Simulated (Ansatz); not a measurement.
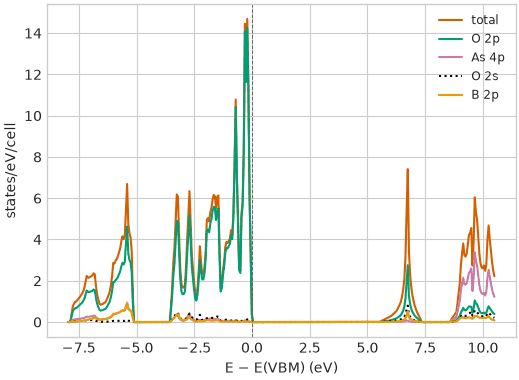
Total and projected density of states of BAsO4 in space group I-4 (No. 82; B on 2d, As on 2a, O on 8g), r²SCAN in the plane-wave PAW code Ansatz

**Question.** Which orbitals carry the states next to the gap?

**Answer.** Top 1 eV of the valence band: O 2p 97 %. Bottom 1 eV of the conduction band: As 4s 38 %, O 2p 33 %, O 2s 14 %, B 2s 6 %. Projections are on Löwdin-orthogonalised atomic valence shells; empty p or d shells of many metals are not among them.

The first step of the workflow began from a Materials Project structure, measured or hypothetical; the Crystallography Open Database files this formula in space group No. 82, but the cells were not matched. Whether it is the stable phase at ambient conditions was not checked. The cell was relaxed with r²SCAN under the symmetry of its start; its stability against distortions is not shown here. Spin–orbit coupling is left out wherever it is not named.

Potentials: the earlier of the program's two PAW sets.
